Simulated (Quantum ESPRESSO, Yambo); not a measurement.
# NaF (Villiaumite): G0W0 with Yambo, start to end, part 2 of 2

Wanted: ground state, empty states, screening and self-energy for NaF (Villiaumite).

Quantum ESPRESSO 7.5 and Yambo 5.3.0; PBE and many-body steps on it, plane waves. Known limits of the many-body steps: not at the basis limit.

So far. Step 3 (Bands along the symmetry lines): The gap is 6.390 eV, as in the run before at this level. Step 4 (Empty states on the mesh, 6×6×6 mesh, 298 bands): On this mesh the gap is 6.390 eV.

The database entry behind the starting cell differs from later determinations by our own check (0.1 to 0.3 % short, probably kX units), so it need not match the best structure at ambient conditions.

### Step 5. Conversion and set-up

This step: Yambo 5.3.0; conversion and set-up on PBE, plane waves, norm-conserving pseudopotentials.

The states are converted to the many-body program's format and the q mesh is built.

On the command line:

```sh
$ (cd o/x.save; p2y > p2y.log; mv SAVE ../..); yambo > setup.log
```

Output:

```text
 Yambo, version 5.3.0

 [02] CORE Variables Setup
 =========================

  [02.01] Unit cells
  ==================

  Cell kind             :  FCC
  Atoms in the cell     :  Na  F
  number of Na atoms    :  1
  number of F  atoms    :  1

  List of atomic masses
  Mass of Na    :  22.99000
  Mass of F     :  18.99800

  List of atomic coordinates    : [cc]
  Na1       :  0.000000  0.000000  0.000000  order 1
  F1       :  4.365267  4.365267  4.365267  order 2

  Alat factors          :  4.365267  4.365267  4.365267 [a.u.]
  Direct lattice volume :  166.3652 [a.u.]
  Direct lattice vectors:  A[ 1 ]  A[ 2 ]  A[ 3 ]
   A[ 1 ]: -0.000000  1.000000  1.000000  [iru]
  -0.000000  4.365267  4.365267  [cc]
   A[ 2 ]:  1.000000  0.000000  1.000000  [iru]
   4.365267  0.000000  4.365267  [cc]
   A[ 3 ]:  1.000000  1.000000  0.000000  [iru]
   4.365267  4.365267  0.000000  [cc]

  Recip. lattice volume :  1.490998 [a.u.]
  Recip. lattice vectors:  B[ 1 ]  B[ 2 ]  B[ 3 ]
   B[ 1 ]: -0.500000  0.500000  0.500000  [iku]
  -0.719679  0.719679  0.719679  [cc]
   B[ 2 ]:  0.500000 -0.500000  0.500000  [iku]
   0.719679 -0.719679  0.719679  [cc]
   B[ 3 ]:  0.500000  0.500000 -0.500000  [iku]
   0.719679  0.719679 -0.719679  [cc]

  [02.02] Symmetries
  ==================

  Inversion symmetry    : yes
  Spatial inversion     : yes
  Inversion index       :  25
  K-space Time-reversal : no
  Magnetic symmetries   : no
  Group table correct   : yes
  Symmetries units      :  [cc]

   [S  1]:   1.0000      0.27654E-16  0.27654E-16  0.27654E-16   1.0000     -0.27654E-16 -0.27654E-16 -0.27654E-16   1.0000
   [S  2]:  -1.0000     -0.27654E-16  0.27654E-16 -0.27654E-16  -1.0000     -0.27654E-16  0.27654E-16  0.27654E-16   1.0000
   [S  3]:  -1.0000      0.27654E-16 -0.27654E-16 -0.27654E-16   1.0000      0.27654E-16  0.27654E-16 -0.27654E-16  -1.0000
[...]
[... 36 further rows ...]
   [S 47]:  0.27654E-16   1.0000     -0.27654E-16 -0.27654E-16  0.27654E-16  -1.0000       1.0000     -0.27654E-16  0.27654E-16
   [S 48]:  0.27654E-16  -1.0000      0.27654E-16 -0.27654E-16 -0.27654E-16   1.0000       1.0000      0.27654E-16 -0.27654E-16

  [02.03] Reciprocal space
  ========================

  nG shells         :  197
  nG charge         :  14841
  nG WFs            :  2428
  nC WFs            :  1874
  G-vecs. in first 19 shells:  [ Number ]
     1    9   15   27   51   59   65   89  113
    137   169   181   229   259   283   307   331   339
    387
  ...
  Shell energy in first 19 shells:  [ mHa ]
    0.00000      776.907      1035.88      2071.75      2848.66      3107.63      4143.51      4920.41      5179.38
    6215.26      6992.17      8287.01      9063.92      9322.89      10358.8      11135.7      11394.6      12430.5
    13207.4
  ...

  [02.04] K-grid lattice
  ======================

  Compatible Grid is   : 3D
[...]
WF components:  1848

  [02.05] Energies & Occupations
  ==============================

  [X] === General ===
  [X] Electronic Temperature                        :  0.000000  0.000000 [eV K]
  [X] Bosonic    Temperature                        :  0.000000  0.000000 [eV K]
  [X] Finite Temperature mode                       : no
  [X] El. density                                   :  0.64901E+24 [cm-3]
  [X] Fermi Level                                   :  0.999133 [eV]

  [X] === Gaps and Widths ===
  [X] Conduction Band Min                           :  6.389538 [eV]
  [X] Valence Band Max                              :  0.000000 [eV]
  [X] Filled Bands                                  :   8
  [X] Empty Bands                                   :    9  298
  [X] Direct Gap                                    :  6.389538 [eV]
  [X] Direct Gap localized at k                     :  1
  [X] Indirect Gap                                  :  6.389538 [eV]
  [X] Indirect Gap between kpts                     :  1  1
  [X] Last valence band width                       :  0.531617 [eV]
  [X] 1st conduction band width                     :  6.892425 [eV]

  E @ K [ 1]:  [eV]
   -47.060      -19.112      -18.944      -18.944      -18.944     -0.85874E-12 -0.28625E-12   0.0000
    6.38954  19.15610  19.15610  19.15610  21.97694  24.26848  24.26848  26.93717
  occ @ K [ 1]
   2.000000  2.000000  2.000000  2.000000  2.000000  2.000000  2.000000  2.000000
[...]
E @ K [ 2]:  [eV]
[...]
occ @ K [ 2]
[...]
E @ K [ 3]:  [eV]
[...]
occ @ K [ 3]
[...]
E @ K [ 8]:  [eV]
[...]
occ @ K [ 8]
[...]
E @ K [ 9]:  [eV]
[...]
occ @ K [ 9]
[...]
E @ K [10]:  [eV]
[...]
occ @ K [10]
[...]
E @ K [11]:  [eV]
[...]
occ @ K [11]
[...]
E @ K [12]:  [eV]
[...]
occ @ K [12]
[...]
E @ K [13]:  [eV]
[...]
occ @ K [13]
[...]
E @ K [14]:  [eV]
[...]
occ @ K [14]
[...]
E @ K [15]:  [eV]
[...]
occ @ K [15]
[...]
E @ K [16]:  [eV]
[...]
occ @ K [16]
   2.000000  2.000000  2.000000  2.000000  2.000000  2.000000  2.000000  2.000000
   0.000000  0.000000  0.000000  0.000000  0.000000  0.000000  0.000000  0.000000

 [03] Transferred momenta grid and indexing
 ==========================================

 IBZ Q-points                                      :  16
 BZ  Q-points                                      :  216

 K/Q-points units:
 rlu = crystal or reduced units; cc = cartesian coordinates; iku = interal k-units

 Q [ 1]         [rlu]:  0.000000  0.000000  0.000000
 Q [ 2]         [rlu]:  0.23370E-16 -0.43854E-17  0.16667
 Q [ 3]         [rlu]:  0.46740E-16 -0.87708E-17  0.33333
[...]
Q [ 8]         [rlu]: -0.16938E-16  0.16667     -0.33333
 Q [ 9]         [rlu]:  0.47337E-16  0.16667     -0.16667
 Q [10]         [rlu]:  0.51449E-16  0.33333      0.33333
     [... 4 further rows ...]
 Q [15]         [rlu]:  0.166667  0.333333 -0.333333
 Q [16]         [rlu]:  0.166667 -0.500000 -0.333333

  [03.01] X indexes
  =================

   [03.01.01] Sigma indexes
   ========================

 [06] Game Over & Game summary
```

It took 1.9 s on 1 MPI rank of Arm Neoverse V2, shared host; peak memory 0.24 GiB.

### Step 6. Screening and self-energy, 6×6×6 mesh, 298 bands, screening to 353.7 eV

G0W0 replaces the xc potential by the self-energy, built once from these orbitals. Only a window of levels is corrected, while the sums run over the empty bands that the input names.

This step: G0W0 on PBE, plane waves, norm-conserving pseudopotentials.

Contents of gw3.in:

```
HF_and_locXC
gw0
dyson
ppa
em1d
rim_cut
RandQpts= 1000000
RandGvec= 1 RL
EXXRLvcs= 76 Ry
VXCRLvcs= 304 Ry
Chimod= "HARTREE"
% BndsRnXp
 1 | 298 |
%
NGsBlkXp= 26 Ry
% LongDrXp
 1 | 1 | 1 |
%
% GbndRnge
 1 | 298 |
%
DysSolver= "n"
ExtendOut
PPAPntXp= 27.21138 eV
% QPkrange
 1 | 1 | 7 | 10 |
%
```

On the command line:

```sh
$ OMP_NUM_THREADS=1 mpirun -n 4 yambo -F gw3.in -J gw3 -C gw3 > gw3.log
```

Output:

```text
 Yambo, version 5.3.0

 [02] CORE Variables Setup
 =========================

  [... cell, symmetries and grids as in the set-up ...]

  [02.05] Energies & Occupations
  ==============================

  [X] === General ===
  [X] Electronic Temperature                        :  0.000000  0.000000 [eV K]
  [X] Bosonic    Temperature                        :  0.000000  0.000000 [eV K]
  [X] Finite Temperature mode                       : no
  [X] El. density                                   :  0.64901E+24 [cm-3]
  [X] Fermi Level                                   :  0.999133 [eV]

  [X] === Gaps and Widths ===
  [X] Conduction Band Min                           :  6.389538 [eV]
  [X] Valence Band Max                              :  0.000000 [eV]
  [X] Filled Bands                                  :   8
  [X] Empty Bands                                   :    9  298
  [X] Direct Gap                                    :  6.389538 [eV]
  [X] Direct Gap localized at k                     :  1
  [X] Indirect Gap                                  :  6.389538 [eV]
  [X] Indirect Gap between kpts                     :  1  1
  [X] Last valence band width                       :  0.531617 [eV]
  [X] 1st conduction band width                     :  6.892425 [eV]

 [03] Transferred momenta grid and indexing
 ==========================================

 IBZ Q-points                                      :  16
 BZ  Q-points                                      :  216

 K/Q-points units:
 rlu = crystal or reduced units; cc = cartesian coordinates; iku = interal k-units

 Q [ 1]         [rlu]:  0.000000  0.000000  0.000000
 Q [ 2]         [rlu]:  0.23370E-16 -0.43854E-17  0.16667
 Q [ 3]         [rlu]:  0.46740E-16 -0.87708E-17  0.33333
 Q [ 4]         [rlu]: -0.72449E-16  0.10818E-16 -0.50000
 Q [ 5]         [rlu]:  0.25724E-16  0.16667      0.16667
 Q [ 6]         [rlu]:  0.23370E-16  0.16667      0.33333
 Q [ 7]         [rlu]: -0.12566E-16  0.16667      0.50000
 Q [ 8]         [rlu]: -0.16938E-16  0.16667     -0.33333
 Q [ 9]         [rlu]:  0.47337E-16  0.16667     -0.16667
 Q [10]         [rlu]:  0.51449E-16  0.33333      0.33333
     [... 4 further rows ...]
 Q [15]         [rlu]:  0.166667  0.333333 -0.333333
 Q [16]         [rlu]:  0.166667 -0.500000 -0.333333

 [04] Coloumb potential Random Integration (RIM)
 ===============================================

  [04.01] RIM initialization
  ==========================

  * Diagonal components only detected *

  8 x (sBL volume)        :  0.055222 [a.u.]
  sBZ random points       :  1000000
  Points outside the sBZ  :   7996195
  RL volume               :  1.490998 [a.u.]
  Integrated volume       :  1.491708 [a.u.]

  [04.02] RIM integrals
  =====================

  Gamma point sphere radius             :  0.069075 [a.u.]
  Points outside the sphere             :   799659
  [Int_sBZ(q=0) 1/q^2]*(Vol_sBZ)^(-1/3) =:  7.764404
                                 should be <:  7.795600

  Summary of Coulomb integrals for non-metallic bands |Q|[au] RIM/Bare

  Q [1] 0.100000E-4 0.995998 * Q [2] 0.207754 1.065683
  Q [5] 0.239893 1.063731 * Q [9] 0.339260 1.025994
  Q [6] 0.397818 1.019604 * Q [3] 0.415507 1.017314
  Q [10] 0.479786 1.013697 * Q [8] 0.522835 1.010763
  Q [14] 0.536417 1.010819 * Q [7] 0.587616 1.008998
  Q [11] 0.623261 1.008132 * Q [4] 0.623261 1.007575
  Q [12] 0.678520 1.006539 * Q [15] 0.709613 1.006052
  Q [13] 0.719679 1.006039 * Q [16] 0.758609 1.005530

 [05] Dipoles
 ============

  [05.01] Setup: observables and procedures
  =========================================

 [06] Dynamic Dielectric Matrix (PPA)
 ====================================

 [WR./gw3//ndb.pp]---------------------------------------------------------------
  Brillouin Zone Q/K grids (IBZ/BZ)                :   16  216   16  216
  RL vectors                                       :  2445 [WF]
  Coulomb cutoff potential                         : none
  Electronic Temperature                           :  0.000000 [K]
  Bosonic    Temperature                           :  0.000000 [K]
  PPA    diel. fun.  energies                      : Perdew, Burke & Ernzerhof(X)+Perdew, Burke & Ernzerhof(C)
  wavefunctions                                    : Perdew, Burke & Ernzerhof(X)+Perdew, Burke & Ernzerhof(C)
  Global Gauge                                     : length
  X matrix size                                    :   387
  X band range                                     :    1  298
  X e/h energy range                               : -1.000000 -1.000000 [eV]
  X Time ordering                                  : R
  X Hxc Kernel                                     : HARTREE
  X Drude frequency                                :  0.000000  0.000000
  X poles                                          :  100.0000 [o/o]
  RL vectors in the sum                            :  2445
  [r,Vnl] included                                 : yes
  Field direction                                  :  0.577350E-5  0.577350E-5  0.577350E-5
  BZ energy Double Grid                            : no
  BZ energy DbGd points                            : 0
  BZ Q point size factor                           : -1.000000
  X Optical Averaged directions                    : none

 [07] Local Exchange-Correlation + Non-Local Fock
 ================================================

 [VXC] Plane waves :  14841
 [EXS] Plane waves :  1893

 QP @ state[ 1 ] K range:  1  1
 QP @ state[ 1 ] b range:   7  10

 [xc] Functional : Perdew, Burke & Ernzerhof(X)+Perdew, Burke & Ernzerhof(C)
 [xc] LIBXC used to calculate xc functional
  PP Number of Atomic Species                      :  2
  NLCC RL compoments                               :  14841
  PP Number of Atomic Species                      :  2
  NLCC RL compoments                               :  14841

 [xc] E_xc :  -11.60134 [Ha]
      E_xc :  -23.20269 [Ry]

  Local XC kind (lXC) : Perdew, Burke & Ernzerhof(X)+Perdew, Burke & Ernzerhof(C)
  Non-Local XC kind (nlXC) : Hartree-Fock

  Corrections @ K [1] :  [eV]
 <7|nlXC|7> = -30.18507  0.48748E-17 <7|lXC|7> = -22.50797  0.17706E-16
 <8|nlXC|8> = -30.18500 -0.31988E-17 <8|lXC|8> = -22.50797  0.94410E-16
 <9|nlXC|9> = -5.346381  0.64778E-18 <9|lXC|9> = -9.465273  0.94488E-16
 <10|nlXC|10> = -2.176652  0.21991E-18 <10|lXC|10> = -7.169311 -0.49478E-20

 [08] Dyson equation: Newton solver
 ==================================

  [08.01] G0W0 (W PPA)
  ====================

  [  GW  ] Bands range     :    1  298
  [GW/PPA] G damping       :  0.100000 [eV]

  QP @ state[ 1 ] K range:  1  1
  QP @ state[ 1 ] b range:   7  10

   Sc/G bands                                       :    1  298
   Sc/G damping                                     :  0.100000 ev
   Sc bands terminator                              : no
   Sx RL components                                 :  1893

   QP @ state[ 1 ] K range                          :  1  1
   QP @ state[ 1 ] b range                          :   7  10
   GF energies kind                                 : Perdew, Burke & Ernzerhof(X)+Perdew, Burke & Ernzerhof(C)
   GF WF`s kind                                     : Perdew, Burke & Ernzerhof(X)+Perdew, Burke & Ernzerhof(C)
   Xs energies kind                                 : Perdew, Burke & Ernzerhof(X)+Perdew, Burke & Ernzerhof(C)
   Xs WF`s kind                                     : Perdew, Burke & Ernzerhof(X)+Perdew, Burke & Ernzerhof(C)

 [11] Game Over & Game summary
```

It took 14 min on 4 MPI ranks; peak memory 2.2 GiB; 56 min of CPU time.

Numbers from this step:

- G0W0 gap on the points computed: 10.68 eV
- starting gap on the mesh: 6.390 eV
- k of the valence top: 0, 0, 0
- k of the conduction bottom: 0, 0, 0
- least direct G0W0 gap on the computed points: 10.68 eV
- Z at the valence top: 0.8203
- Z at the conduction bottom: 0.9026

The gap on the mesh goes from 6.39 eV to 10.68 eV, a correction of +4.29 eV.

Limits: finite bands, cutoff and mesh. v1 is the top filled band, c1 the lowest empty one. Levels before and after the correction, in eV, zero at the valence-band top of each column:

|  | conduction bottom | valence top |
| --- | --- | --- |
| Kohn-Sham | 6.39 | 0.00 |
| G0W0 | 10.68 | 0.00 |

|  | level | energy (eV) |
| --- | --- | --- |
| Kohn-Sham | Γ v2-v1 | 0.000 |
| Kohn-Sham | Γ c1 | 6.390 |
| Kohn-Sham | Γ c2 | 19.156 |
| G0W0 | Γ v2-v1 | 0.000 |
| G0W0 | Γ c1 | 10.681 |
| G0W0 | Γ c2 | 23.681 |

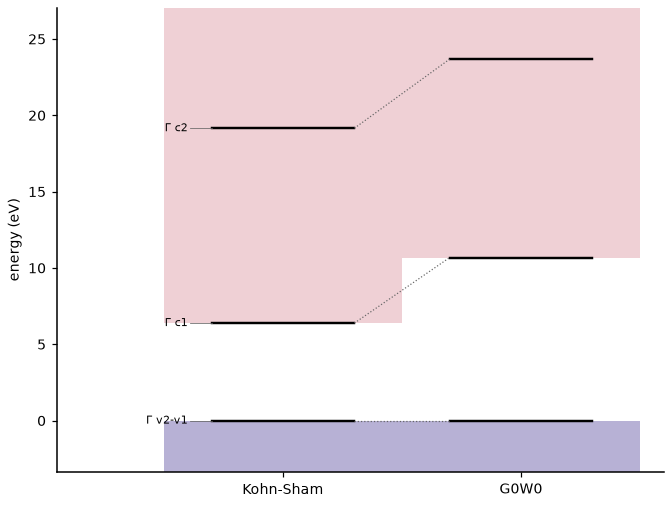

Levels before and after the correction. Shaded: valence and conduction bands.

### Step 7. Where the time went

Times are wall times on the hardware named with each run, good to a factor of about two.

| step | time | share | memory (GiB) |
| --- | --- | --- | --- |
| ground state | 3 s | 0 % | 0.2 |
| bands along the symmetry lines | 1.8 s | 0 % | 0.05 |
| empty states on the mesh | 27 s | 3 % | 0.41 |
| conversion and set-up | 1.9 s | 0 % | 0.24 |
| screening and self-energy | 14 min | 96 % | 2.2 |

### Step 8. What came out

- PBE gap: 6.39 eV, direct
- G0W0 gap on the mesh: 10.68 eV
- GW settings: 6×6×6 mesh, 298 bands, screening to 353.7 eV, Godby-Needs plasmon pole
- known limits: not at the basis limit

**Reading.** G0W0 moves the gap on the mesh from 6.39 eV to 10.68 eV (+4.29 eV), with Z of 0.82 and 0.90 at the edges. Only 1 of the mesh's irreducible points was corrected, so a valley elsewhere could overtake. The dearest step here is «screening and self-energy». Bands and cutoff are finite, so the gap is not at the basis limit. The miss can reach some tenths of an eV and take either sign; the mesh is an error of its own. In the G0W0 run levels were corrected at 1 k point alone, so a gap called «on the mesh» is the least over those, and an edge elsewhere would be missed.

[Paths, hosts, dates, memory and timing lines, banners, echoed tables and standing remarks are left out of the program output.]

[Logs are printed without paths, hosts, clocks, repeated set-up lines and the standing remarks that a program may print on its own settings, such as how far it seeks lower states.]

[Runs of the session that timed out or met a known fault of the program may be left out.]

[Hosts, paths, dates, database ids (printed as entryN), source tags and the programs' standing remarks are cut or masked in the printed files.]
